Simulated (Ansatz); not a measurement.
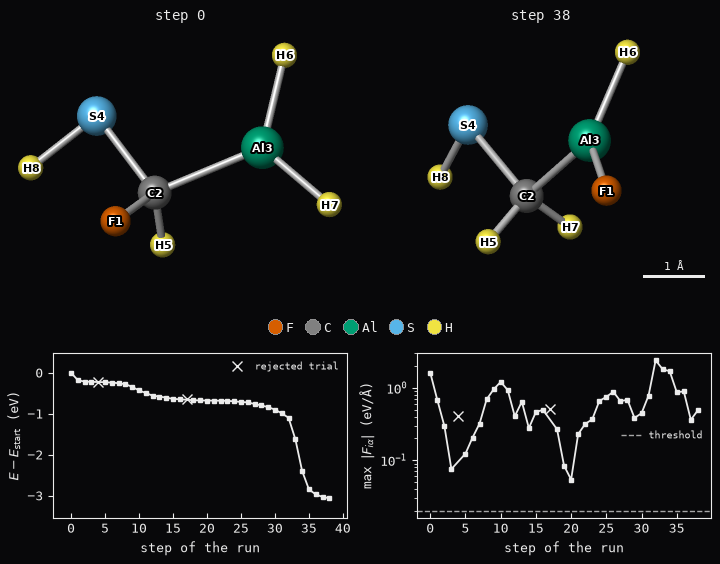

First and last geometry of a relaxation of CH4AlFS, with the history of the run. Style: ball-and-stick. Shown at a tilt.

The run prepares the start of a later molecular dynamics calculation, from a guessed geometry.

The calculation used RKS PBE0-D4/6-31G* (Ansatz). Settings: no spin polarisation; force threshold 0.02 eV/Å; at most 40 steps.

**Did the run converge, and what did it change?**

The relaxation stopped without meeting its thresholds, so the last structure isn't shown to be converged. The largest move after the best rigid fit is that of H7, 2.87 Å. Largest moves by element: H 2.87 Å, F 2.61 Å, Al 0.91 Å, S 0.54 Å, C 0.30 Å. Some distances before and after: C2–H7 3.137 → 1.082 Å, F1–C2 1.449 → 3.080 Å, F1–Al3 2.824 → 1.658 Å, Al3–H7 1.642 → 2.483 Å. New bonds form, among them: C2–H7 (3.14 → 1.08 Å), F1–Al3 (2.82 → 1.66 Å). Bonds break, among them: Al3–H7 (1.64 → 2.48 Å), F1–C2 (1.45 → 3.08 Å). Bond angles that change, for instance: C2–S4–H8 93.2° → 98.4°, C2–Al3–H6 121.6° → 126.7°, Al3–C2–S4 108.3° → 111.3°. After 36 accepted moves (38 points after the start) the energy has fallen by 3.064 eV. Largest force component: 1.6 eV/Å at the start, 0.49 eV/Å at the end. The line search rejected the trial steps at points 4, 17 of the run.
